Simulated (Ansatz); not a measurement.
```tsv
atom	x (Å)	y (Å)	z (Å)
Cl	-1.4614	1.2649	-1.8174
In	-2.3367	0.5838	0.2367
N	-0.8885	-1.8663	1.9451
O	-0.9700	-1.0963	0.9505
H	-1.5616	-1.8279	2.7164
H	-0.1167	-2.5410	1.9575
```

Geometry: PBE0-D3(BJ)/def2-SVP; core potentials replace the inner electrons of In.

Level of theory: isolated molecule in a Gaussian basis; Kohn-Sham density functional theory, functional PBE0 (Ansatz).

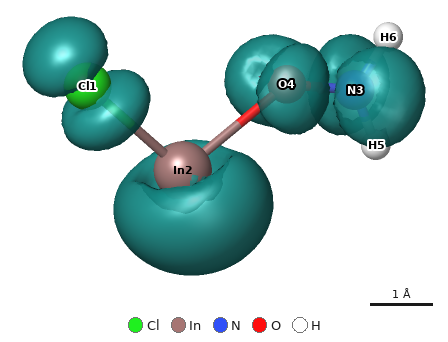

ClH₂InNO (charge +1, triplet). Isosurfaces of the spin density (α minus β) at +0.03 (teal) and −0.03 e/Å³ (pink), seen at a tilt.

Which atoms carry the spin?

Answer. The unpaired spin (2 electrons) lies mostly on In2 (about 0.7), O4 (about 0.5), N3 (about 0.5) and Cl1 (about 0.3), in electrons by Hirshfeld's partition.
